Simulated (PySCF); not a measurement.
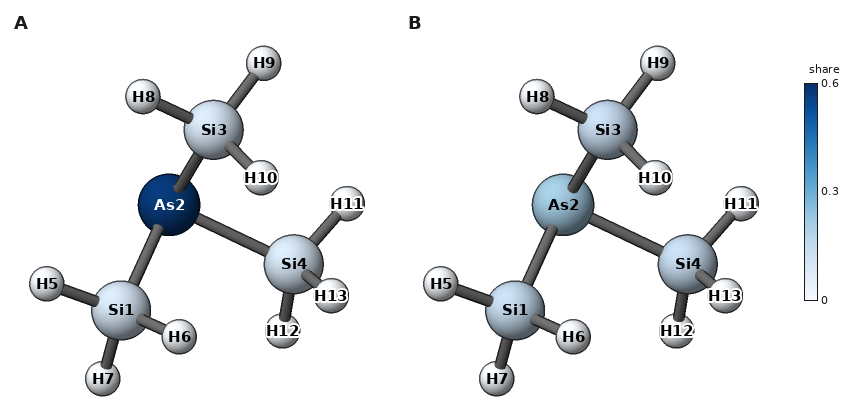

Each panel colours the atoms by their Löwdin share in one orbital (up to four of the largest shares; other atoms are shown as zero). The geometry was computed by an optimisation with PBE0-D3(BJ)/def2-SVP. No frequency run is at hand to confirm it as a minimum. Level of theory: LDA/def2-SVPD (PySCF 2.14.0).

### The panels show the HOMO, LUMO, in some order. Which is which?

A: HOMO, −6.43 eV; As2 0.58, Si1 0.10, Si4 0.10, Si3 0.10
B: LUMO, −1.41 eV; As2 0.21, Si1 0.15, Si4 0.15, Si3 0.15
